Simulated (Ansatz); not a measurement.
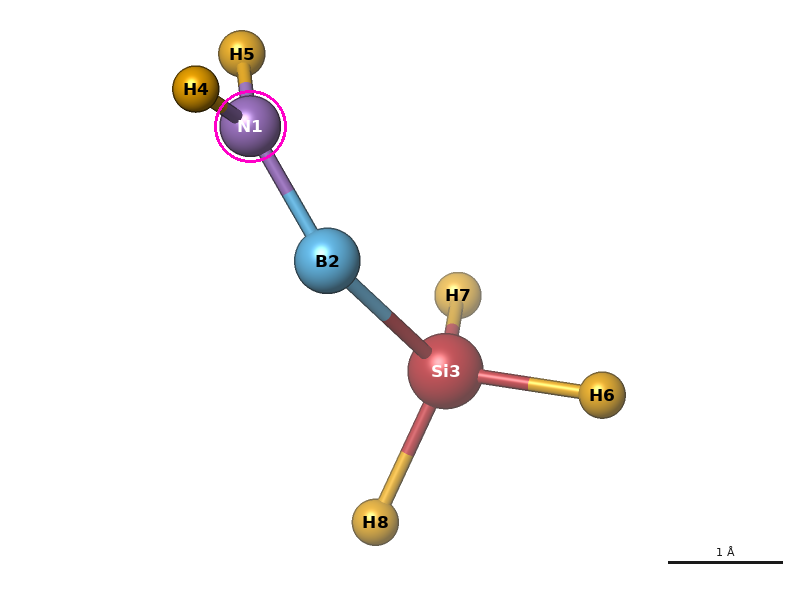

Orthographic view. Distant atoms are faded towards the background colour. State: neutral, doublet. Computed geometry: PBE0-D4/def2-TZVP optimisation. No frequency run is at hand to confirm it as a minimum.

> Name the neighbours of the circled atom.

The circled atom is N1; it is bonded to B2, H4, H5.

> Which atom is nearest the viewer?

H4, 1.7 Å in front of the mean position.

> What is the shortest path along bonds from the circled atom to H6?

N1–B2–Si3–H6, 3 bonds; through space the two are 4.02 Å apart.

> Which atom is farthest from the viewer?

H7, 1.9 Å behind the mean position.
